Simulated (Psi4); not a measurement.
# Run report: BH$_{2}$O$_{2}$F, field calculation (part 2 of 2)

BH$_{2}$O$_{2}$F, SMILES OB(O)F; SCS-OMP2/6-31G*, RHF, in an applied electric field (Psi4 1.11). The geometry comes from this level: PBE0-D4/def2-TZVP.

Geometry of the input (Å):
```
O  -0.4775  0.9710  -0.2084
B  -0.0238  -0.3075  -0.1065
O  0.9894  -0.6352  0.7261
F  -0.5731  -1.2806  -0.8332
H  -1.1989  1.0661  -0.8343
H  1.3260  0.1222  1.2100
```

The program's output, continued
```
  MBIS_SPHERICAL_POINTS         => (empty)
  MOGRAD_DAMPING                => (empty)
  MOLDEN_WITH_VIRTUAL           => (empty)
  MO_MAXITER                    => (empty)
  MO_READ                       => (empty)
  MO_STEP_MAX                   => (empty)
  MO_WRITE                      => (empty)
  MP2_OS_SCALE                  => (empty)
  MP2_SOS_SCALE                 => (empty)
  MP2_SOS_SCALE2                => (empty)
  MP2_SS_SCALE                  => (empty)
  MP2_TYPE                      => CONV            !
  MP_TYPE                       => (empty)
  NAT_ORBS                      => (empty)
  NUM_FROZEN_DOCC               => (empty)
  NUM_FROZEN_UOCC               => (empty)
  NUM_GPUS                      => (empty)
  OCC_ORBS_PRINT                => (empty)
  OEPROP                        => (empty)
  OPT_METHOD                    => (empty)
  ORBITAL_OPTIMIZER_PACKAGE     => (empty)
  ORB_OPT                       => TRUE            !
  ORB_RESP_SOLVER               => (empty)
  ORTH_TYPE                     => (empty)
  OS_SCALE                      => (empty)
  PARENT_SYMMETRY               => (empty)
  PCG_BETA_TYPE                 => (empty)
  PCG_CONVERGENCE               => (empty)
  PCG_MAXITER                   => (empty)
  PCM                           => (empty)
  PE                            => (empty)
  PRINT                         => (empty)
  PRINT_NOONS                   => (empty)
  PROPERTIES                    => (empty)
  PROPERTIES_ORIGIN             => (empty)
  PUREAM                        => (empty)
  QC_MODULE                     => (empty)
  RAS1                          => (empty)
  RAS2                          => (empty)
  RAS3                          => (empty)
  RAS4                          => (empty)
  RELATIVISTIC                  => (empty)
  RELAXED                       => (empty)
  REMP_A                        => (empty)
  RESTRICTED_DOCC               => (empty)
  RESTRICTED_UOCC               => (empty)
  RMS_MOGRAD_CONVERGENCE        => (empty)
  R_CONVERGENCE                 => (empty)
  SCF_TYPE                      => DIRECT          !
  SCREENING                     => (empty)
  SCS_TYPE                      => (empty)
  SOCC                          => (empty)
  SOS_TYPE                      => (empty)
  SPIN_SCALE_TYPE               => SCS             !
  SS_SCALE                      => (empty)
  SYMMETRIZE                    => (empty)
  TPDM_ABCD_TYPE                => (empty)
  WFN                           => (empty)
  WFN_TYPE                      => OMP2            !
  WRITER_FILE_LABEL             => (empty)
  ZORA_BASIS_TOLERANCE          => (empty)
  ZORA_NR_DEBUG                 => (empty)
  ZORA_PRUNING_SCHEME           => (empty)
  ZORA_RADIAL_POINTS            => (empty)
  ZORA_SPHERICAL_POINTS         => (empty)

 ==============================================================================
 ==============================================================================
 ==============================================================================

                             OMP2 (OO-MP2)

 ==============================================================================
 ==============================================================================
 ==============================================================================

	'Level shifting' was removed from OCC in 1.4. Contact a developer for more information.

	For this energy convergence, default RMS orbital gradient is:     3.16e-07
	For this energy convergence, default MAX orbital gradient is:     2.00e-06
	MO spaces per irreps...

	IRREP   FC    OCC   VIR  FV
	==============================
	   A     0    16    48    0
	==============================

	Memory is   1600 MB
	Cost of iabc is      8 MB
	Cost of abcd is     40 MB
	Switching to the incore algorithm for iabc..
	Switching to the incore algorithm for abcd..

	Computing MP2 energy using SCF MOs (Canonical MP2)...
	==============================================================================
	Nuclear Repulsion Energy (a.u.)    :   114.48527217484678
	SCF Energy (a.u.)                  :  -275.18669667237771
	REF Energy (a.u.)                  :  -275.18669667221269
	Alpha-Alpha Contribution (a.u.)    :    -0.08389761821909
	Alpha-Beta Contribution (a.u.)     :    -0.44538228972085
	Beta-Beta Contribution (a.u.)      :    -0.08389761821909
	Scaled_SS Correlation Energy (a.u.):    -0.05593174547939
	Scaled_OS Correlation Energy (a.u.):    -0.53445874766502
	SCS-MP2 Total Energy (a.u.)        :  -275.77708716535710
	SOS-MP2 Total Energy (a.u.)        :  -275.76569364884978
	SCSN-MP2 Total Energy (a.u.)       :  -275.48201628834391
	SCS-MP2-VDW Total Energy (a.u.)    :  -275.84068362127448
	SOS-PI-MP2 Total Energy (a.u.)     :  -275.81023187782188
	MP2 Correlation Energy (a.u.)      :    -0.61317752615903
	MP2 Total Energy (a.u.)            :  -275.79987419837170
	==============================================================================

	Number of independent-pairs: 768

 ==============================================================================
 ================ Performing OMP2 iterations... ===============================
 ==============================================================================
	            Minimizing MP2-L Functional
	            ---------------------------
 Iter       E_total           DE           RMS MO Grad      MAX MO Grad      RMS T2
 ----    ---------------    ----------     -----------      -----------     ----------
   1     -275.8055003090     -5.63e-03       2.06e-03         1.27e-02        1.57e-05
   2     -275.8065610807     -1.06e-03       1.16e-03         1.63e-02        2.12e-06
   3     -275.8069496016     -3.89e-04       4.16e-04         4.16e-03        3.06e-06
   4     -275.8063293146      6.20e-04       1.05e-04         1.12e-03        8.64e-07
   5     -275.8070992793     -7.70e-04       8.99e-05         1.51e-03        1.22e-07
   6     -275.8068710417      2.28e-04       6.90e-06         4.65e-05        8.34e-08
   7     -275.8069831614     -1.12e-04       1.22e-05         2.09e-04        1.24e-08
   8     -275.8069707411      1.24e-05       2.82e-06         4.29e-05        8.92e-09
   9     -275.8069802773     -9.54e-06       1.78e-06         2.94e-05        4.22e-09
  10     -275.8069822375     -1.96e-06       8.82e-07         1.25e-05        1.11e-09
  11     -275.8069830788     -8.41e-07       2.58e-07         3.47e-06        7.09e-10
  12     -275.8069839641     -8.85e-07       1.67e-07         2.62e-06        3.38e-10
  13     -275.8069840683     -1.04e-07       4.74e-08         4.99e-07        9.01e-11

 ==============================================================================
 ======================== OMP2 ITERATIONS ARE CONVERGED =======================
 ==============================================================================

	Computing MP2 energy using optimized MOs...
	==============================================================================
	Nuclear Repulsion Energy (a.u.)    :   114.48527217484678
	SCF Energy (a.u.)                  :  -275.18669667237771
	REF Energy (a.u.)                  :  -275.17890055794021
	Alpha-Alpha Contribution (a.u.)    :    -0.08637575701335
	Alpha-Beta Contribution (a.u.)     :    -0.45533223943555
	Beta-Beta Contribution (a.u.)      :    -0.08637575701335
	Scaled_SS Correlation Energy (a.u.):    -0.05758383800890
	Scaled_OS Correlation Energy (a.u.):    -0.54639868732266
	SCS-MP2 Total Energy (a.u.)        :  -275.78288308327177
	SOS-MP2 Total Energy (a.u.)        :  -275.72529924526287
	SCSN-MP2 Total Energy (a.u.)       :  -275.48294322262723
	SCS-MP2-VDW Total Energy (a.u.)    :  -275.84810158143108
	SOS-PI-MP2 Total Energy (a.u.)     :  -275.81636569314998
	MP2 Correlation Energy (a.u.)      :    -0.62808375346226
	MP2 Total Energy (a.u.)            :  -275.80698431140246
	==============================================================================

	==============================================================================
	================ OMP2 FINAL RESULTS ==========================================
	==============================================================================
	Nuclear Repulsion Energy (a.u.)    :   114.48527217484678
	SCF Energy (a.u.)                  :  -275.18669667237771
	REF Energy (a.u.)                  :  -275.17890055794021
	SCS-OMP2 Total Energy (a.u.)       :  -275.78288308327177
	SOS-OMP2 Total Energy (a.u.)       :  -275.72529924526287
	OMP2 Correlation Energy (a.u.)     :    -0.62028739591676
	Eomp2 - Eref (a.u.)                :    -0.62808351035426
	OMP2 Total Energy (a.u.)           :  -275.80698406829447
	==============================================================================

	total time  =          4 seconds =       0.07 minutes

  Variable Map:
  ----------------------------------------------------------------------------
  "CURRENT CORRELATION ENERGY"            =>      -0.596186410894
  "CURRENT ENERGY"                        =>    -275.782883083272
  "CURRENT REFERENCE ENERGY"              =>    -275.186696672378
  "DD SOLVATION ENERGY"                   =>       0.000000000000
  "HF KINETIC ENERGY"                     =>     274.478189924354
  "HF POTENTIAL ENERGY"                   =>    -549.664886596732
  "HF TOTAL ENERGY"                       =>    -275.186696672378
  "HF VIRIAL RATIO"                       =>       2.002581286142
  "MP2 CORRELATION ENERGY"                =>      -0.613177525994
  "MP2 DOUBLES ENERGY"                    =>      -0.613177526159
  "MP2 OPPOSITE-SPIN CORRELATION ENERGY"  =>      -0.445382289721
  "MP2 SAME-SPIN CORRELATION ENERGY"      =>      -0.167795236438
  "MP2 SINGLES ENERGY"                    =>       0.000000000000
  "MP2 TOTAL ENERGY"                      =>    -275.799874198372
  "NUCLEAR REPULSION ENERGY"              =>     114.485272174847
  "OMP2 CORRELATION ENERGY"               =>      -0.620287395917
  "OMP2 OPPOSITE-SPIN CORRELATION ENERGY" =>      -0.455332239436
  "OMP2 REFERENCE CORRECTION ENERGY"      =>       0.007796114437
  "OMP2 SAME-SPIN CORRELATION ENERGY"     =>      -0.172751514027
  "OMP2 TOTAL ENERGY"                     =>    -275.806984068294
  "ONE-ELECTRON ENERGY"                   =>    -608.607098858019
  "PCM POLARIZATION ENERGY"               =>       0.000000000000
  "PE ENERGY"                             =>       0.000000000000
  "SCF ITERATION ENERGY"                  =>    -275.186696672378
  "SCF ITERATIONS"                        =>      27.000000000000
  "SCF TOTAL ENERGY"                      =>    -275.186696672378
  "SCS(N)-MP2 CORRELATION ENERGY"         =>      -0.295319615966
  "SCS(N)-MP2 TOTAL ENERGY"               =>    -275.482016288344
  "SCS-MP2 CORRELATION ENERGY"            =>      -0.590390492979
  "SCS-MP2 TOTAL ENERGY"                  =>    -275.777087165357
  "SCS-MP2-VDW CORRELATION ENERGY"        =>      -0.653986948897
  "SCS-MP2-VDW TOTAL ENERGY"              =>    -275.840683621274
  "SCS-OMP2 CORRELATION ENERGY"           =>      -0.596186410894
  "SCS-OMP2 TOTAL ENERGY"                 =>    -275.782883083272
  "SOS-MP2 CORRELATION ENERGY"            =>      -0.578996976472
  "SOS-MP2 TOTAL ENERGY"                  =>    -275.765693648850
  "SOS-OMP2 CORRELATION ENERGY"           =>      -0.538602572885
  "SOS-OMP2 TOTAL ENERGY"                 =>    -275.725299245263
  "SOS-PI-MP2 CORRELATION ENERGY"         =>      -0.623535205444
  "SOS-PI-MP2 TOTAL ENERGY"               =>    -275.810231877822
  "TWO-ELECTRON ENERGY"                   =>     218.935130010794

  Array Variable Map:
  ----------------------------------------------------------------------------
  "CURRENT DIPOLE"                        =>      -0.230081595661 ... -0.042216249407 1 by 3
  "SCF DIPOLE"                            =>      -0.230081595661 ... -0.042216249407 1 by 3
  "SCF TOTAL ENERGIES"                    =>    -275.186696305066 ... -275.186696672378 1 by 11

    Psi4 run time: 0:00:06.21
```

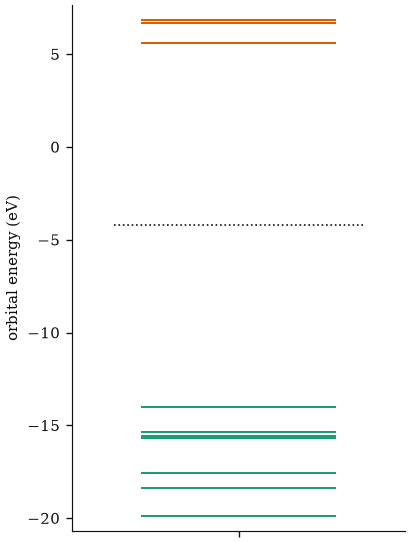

Fig. 1: Orbital energies near the frontier (SCF reference); the dotted line parts filled from empty levels, and levels within 0.02 eV of each other stand side by side. Highest filled −14.01 eV, lowest empty 5.62 eV, 19.63 eV apart.

Summary

| quantity | value |
| --- | --- |
| outcome | converged |
| total energy | −275.782883 hartree |
| SCF energy | −275.186697 hartree |
| MP2 energy | −275.799874 hartree |
| correlation energy | −0.596186 hartree |
| basis functions | 64 |
| HOMO of the SCF reference | −14.01 eV |
| LUMO of the SCF reference | 5.62 eV |
| wall time | 6.9 s |
| peak memory | 0.28 GiB |

Settings chosen away from the usual ones: damping_percentage set to 10; level_shift set to 0.5.
